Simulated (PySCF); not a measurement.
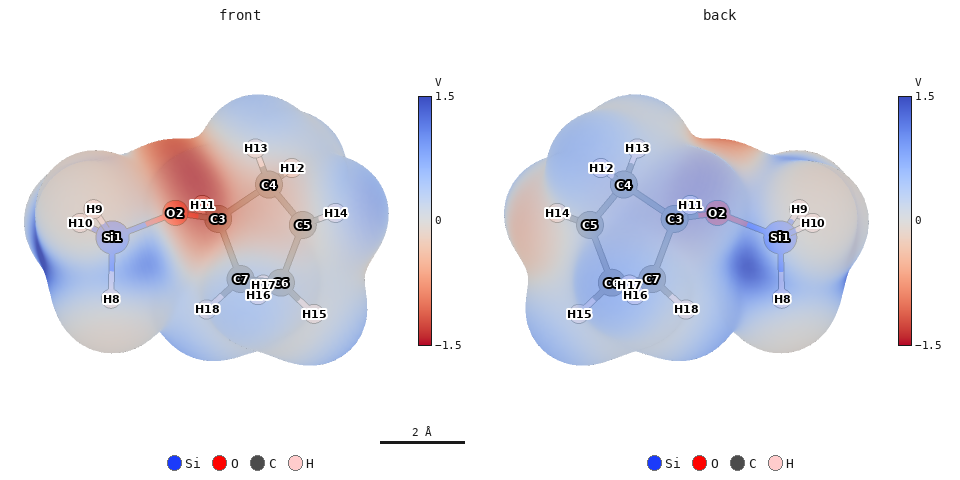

Figure 1: C5H11OSi (doublet). The electrostatic potential painted on the density surface at 0.002 e/bohr³, seen from the front and from behind; the colour scale runs from red (negative) to blue (positive).

Geometry: GFN2-xTB.

Method: PySCF, UKS B3LYP, pcH-1 on C H O Si, non-relativistic, mean-field spin-orbit, GIAO.

| atom | x (Å) | y (Å) | z (Å) |
| --- | --- | --- | --- |
| Si | 2.3463 | 0.7991 | -1.0347 |
| O | 0.9427 | 0.9238 | -0.2499 |
| C | 0.3078 | 0.0944 | 0.6797 |
| C | -1.0172 | 0.7569 | 1.0940 |
| C | -2.0112 | 0.1927 | 0.1536 |
| C | -1.4363 | -0.8999 | -0.6621 |
| C | -0.1310 | -1.2393 | 0.0638 |
| H | 2.3814 | -0.3337 | -1.9690 |
| H | 2.3452 | 2.0810 | -1.7195 |
| H | 3.4672 | 0.6269 | -0.1034 |
| H | 0.9828 | -0.0581 | 1.5323 |
| H | -1.2512 | 0.5138 | 2.1397 |
| H | -0.9413 | 1.8467 | 1.0278 |
| H | -2.9834 | 0.6149 | -0.0078 |
| H | -2.1055 | -1.7605 | -0.7565 |
| H | -1.2183 | -0.5560 | -1.6842 |
| H | -0.3218 | -1.9530 | 0.8661 |
| H | 0.6349 | -1.6435 | -0.5947 |

Where is the surface potential most negative and most positive?

The most negative region (about −1.2 V) lies over O2, the most positive (about +1.4 V) over Si1. O2 is the likeliest acceptor of a hydrogen bond.
